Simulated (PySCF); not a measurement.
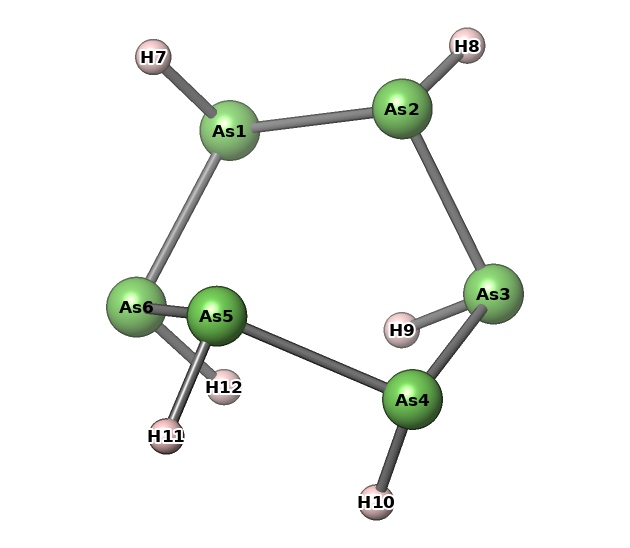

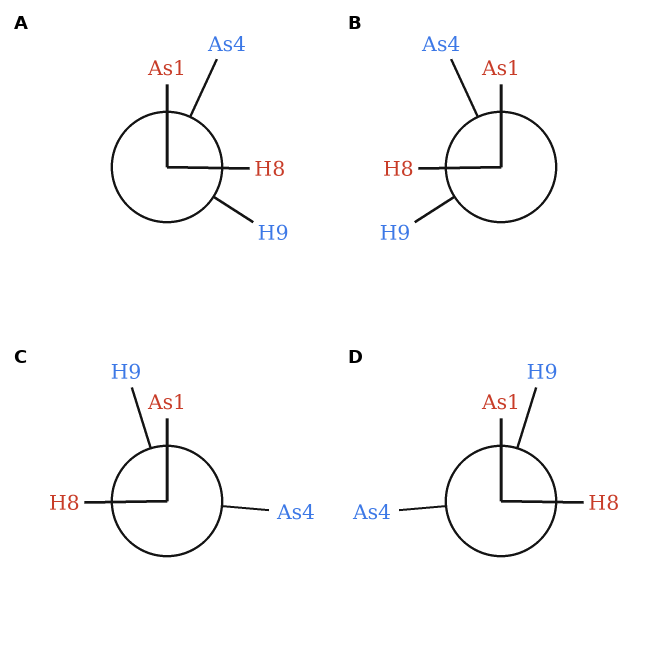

Distant atoms are faded towards the background colour. Bonds that would overlap in a projection are set slightly apart. The geometry was computed by an optimisation with PBE0-D3(BJ)/def2-SVP. No frequency run is at hand to confirm it as a minimum.

Which Newman projection shows the view along As2–As3, with As2 in front?

D. The torsion angle As1–As2–As3–As4 is −95°, about perpendicular.
